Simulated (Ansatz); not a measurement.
Frequency calculation of BSiH5ClF

- system: BSiH5ClF
- method: RHF/def2-SVP (Ansatz 0.2.0)

It belongs to a series of runs on one base structure; here: vibrations at the highest image of the band. Figures and captions count atoms from 1; the log counts them from 0 in places.

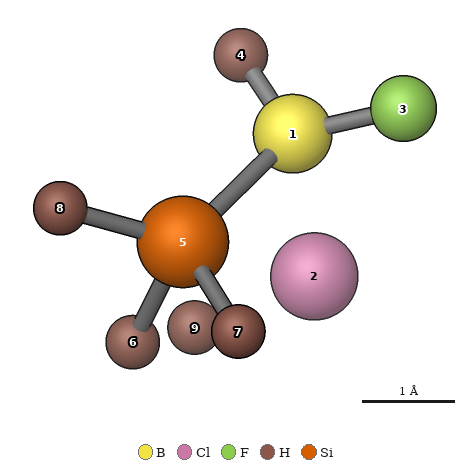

The structure (ball-and-stick view, seen at a tilt; atoms are numbered from 1 in the order of the input). Bond lengths as drawn: B–F 1.34 Å, B–H 1.20 Å, B–Si 2.08 Å and H–Si 1.48 to 1.67 Å.

Input file:
```yaml
crystal:
  periodic: [false, false, false]
  atoms:
    - { symbol: B, position_ang: [-0.032869, 0.202311, -0.034161] }
    - { symbol: Cl, position_ang: [0.680596, -0.331475, 1.909854] }
    - { symbol: F, position_ang: [0.890013, -0.187487, -0.930018] }
    - { symbol: H, position_ang: [-1.118927, -0.302912, -0.080564] }
    - { symbol: Si, position_ang: [-0.003169, 2.231035, 0.419769] }
    - { symbol: H, position_ang: [-0.093489, 2.149911, 2.085207] }
    - { symbol: H, position_ang: [1.2607, 2.994688, 0.344276] }
    - { symbol: H, position_ang: [-1.139471, 3.166797, 0.25826] }
    - { symbol: H, position_ang: [0.199116, 1.283931, 2.134079] }
basis:
  gaussian: { orbitals: def2-SVP }
hamiltonian:
  xc: hf
phonons: {}
```

Machine: 1 thread of Arm Neoverse V1, 24 GiB of memory available, shared host.

Launched with:
```bash
ansatz run input.yaml --threads 1 --pin off --max-ram 2048MiB --backend cpu --events-out ev --progress --plain --runs-dir out
```

Log:
```
Engine: ansatz 0.2.0, aarch64-unknown-linux-gnu
Functional definition: HF
  exchange = exact_x
  correlation = 0
925 factors; integrals over basis functions are off by at most 3.7e-4 eV
mean field evaluation 1: about -23810.3770 eV, gradient 2.7e1 eV
mean field evaluation 2: about -23810.4710 eV, gradient 2.7e1 eV
mean field evaluation 4: about -23812.5769 eV, gradient 2.9e0 eV
mean field evaluation 8: about -23812.6146 eV, gradient 1.4e-1 eV
mean field -23812.61467109 eV, -875.0974483925 hartree, gradient 6.5e-5 eV, S^2 0.000000; 0 other end points of the search recorded, 0 dependent functions left out
the calculation of the forces begins
reference -23812.61467109 eV, -875.0974483925 hartree; 25, 25 occupied and 64, 64 virtual orbitals, 925 factors
these checks for a lower state are left out or cut short: stability, starts, cluster_reference, orbital_swaps, neighbouring_geometries, increment
925 factors; integrals over basis functions are off by at most 3.7e-4 eV
mean field evaluation 16: about -23812.6145 eV, gradient 7.0e-4 eV
mean field -23812.61451780 eV, -875.0974427593 hartree, gradient 1.5e-6 eV, S^2 0.000000; 0 other end points of the search recorded, 0 dependent functions left out
[... from here on the field's lines of each further geometry are left out, up to the last ...]
the calculation of the forces begins
reference -23812.61467258 eV, -875.0974484475 hartree; 25, 25 occupied and 64, 64 virtual orbitals, 925 factors
these checks for a lower state are left out or cut short: stability, starts, cluster_reference, orbital_swaps, neighbouring_geometries, increment
925 factors; integrals over basis functions are off by at most 3.6e-4 eV
mean field -23812.61463455 eV, -875.0974470499 hartree, gradient 2.5e-6 eV, S^2 0.000000; 0 other end points of the search recorded, 0 dependent functions left out
the calculation of the forces begins
reference -23812.61463455 eV, -875.0974470499 hartree; 25, 25 occupied and 64, 64 virtual orbitals, 925 factors
WARN: phonons: modes at or below zero, which the zero-point energy, F, S and C_V leave out: 1, the lowest at -1008.84 cm⁻¹. A minimum has none, and a first-order saddle one
Total energy: -23812.61467109 eV, -875.0974483925 hartree
Atom 0 at    -0.032869     0.202311    -0.034161 Å, force    -0.005678     0.015302     0.011908 eV/Å
Atom 1 at     0.680596    -0.331475     1.909854 Å, force    -0.004479    -0.006690    -0.000671 eV/Å
Atom 2 at     0.890013    -0.187487    -0.930018 Å, force     0.006398    -0.006518    -0.004486 eV/Å
Atom 3 at    -1.118927    -0.302912    -0.080564 Å, force     0.001059    -0.003400    -0.004719 eV/Å
Atom 4 at    -0.003169     2.231035     0.419769 Å, force     0.002563    -0.001540    -0.010456 eV/Å
Atom 5 at    -0.093489     2.149911     2.085207 Å, force     0.000821     0.012652    -0.002335 eV/Å
Atom 6 at     1.260700     2.994688     0.344276 Å, force    -0.002094     0.002044     0.000166 eV/Å
Atom 7 at    -1.139471     3.166797     0.258260 Å, force    -0.004442    -0.001112     0.002987 eV/Å
Atom 8 at     0.199116     1.283931     2.134079 Å, force     0.005851    -0.010737     0.007606 eV/Å
Dipole moment:    -0.280208     0.862987     0.119909 e Å
Vibrations: -1008.84 75.96 222.27 270.77 313.27 433.98 503.80 674.20 762.33 845.52 991.64 1028.70 1077.83 1132.05 1139.71 1270.47 1662.23 2201.81 2344.07 2359.34 2721.85 cm⁻¹, zero-point energy 1.365799 eV
```

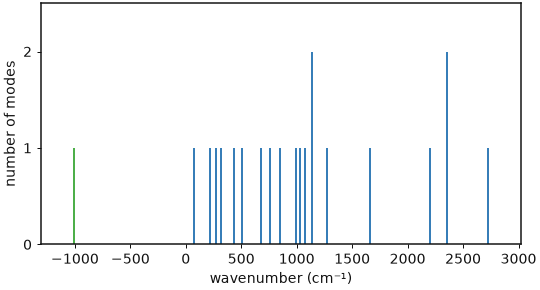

Harmonic vibrational wavenumbers from the force constants; neighbouring modes closer than 17 cm⁻¹ are counted in one stick, and imaginary ones are drawn at negative wavenumbers. 21 modes from 1009i to 2722 cm⁻¹, 1 imaginary beyond 8i (1009i cm⁻¹): a first-order saddle point, if the geometry is stationary.

Key numbers:

- outcome: converged
- total energy: −23812.6147 eV
- mean-field energy: −23812.6147 eV
- largest force (length of the vector): 0.020 eV/Å
- wall time: 73 s
- peak memory: 0.16 GiB
